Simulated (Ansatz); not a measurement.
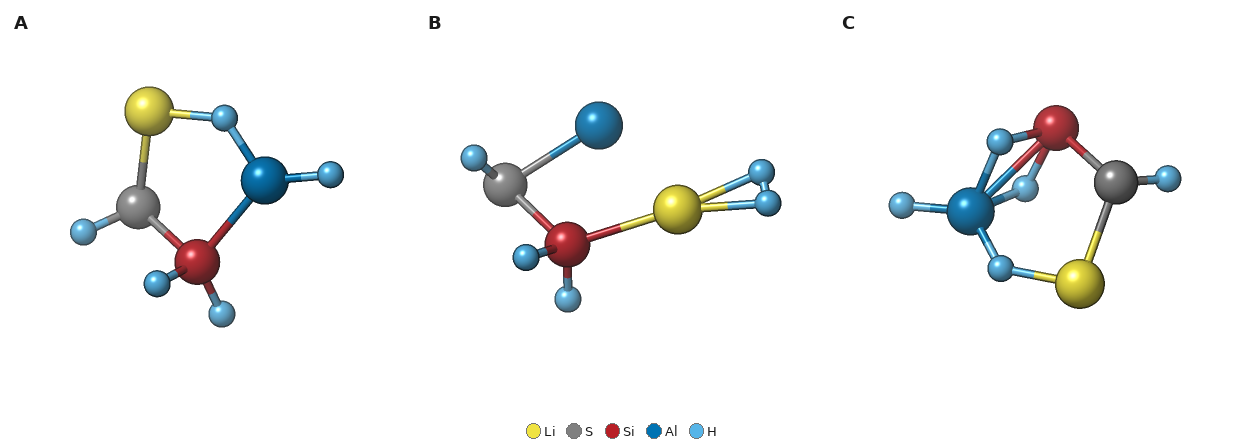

3 stationary structures of one formula. State: charge +1, singlet. Geometries: PBE-D4/def2-SVP. Electronic energies: PBE-D4/def2-SVP (Ansatz 0.2.0), without zero-point energy. No frequency run is at hand to confirm each as a minimum. Each is one conformer, not always the lowest.

> Which is lowest in energy, and by how much?

A is lowest; C lies 9.3 kcal/mol above it, B lies 28.2 kcal/mol above it.
